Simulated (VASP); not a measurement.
Band structure of P (relaxed from the omega structure, space group P6/mmm). These are PBEsol GGA, VASP's PBE PAW potentials (set 64) (plane waves; VASP) values and carry that method's errors.

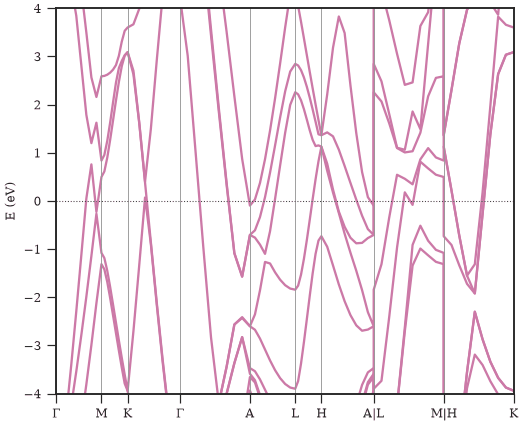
Fig. 1. Bands along high-symmetry lines, zero at the valence-band maximum or, without a gap, the Fermi level

### Question
Read the plot: is there a gap, and where are the band edges?

### Answer
It has no gap at this level: it comes out as a metal or semimetal. (Edges off the drawn lines would not show.)

The structure was generated: P was put into the omega type (P6/mmm), which need not be its known phase. It was relaxed first. VASP warned that the highest band is occupied, so more bands are needed.
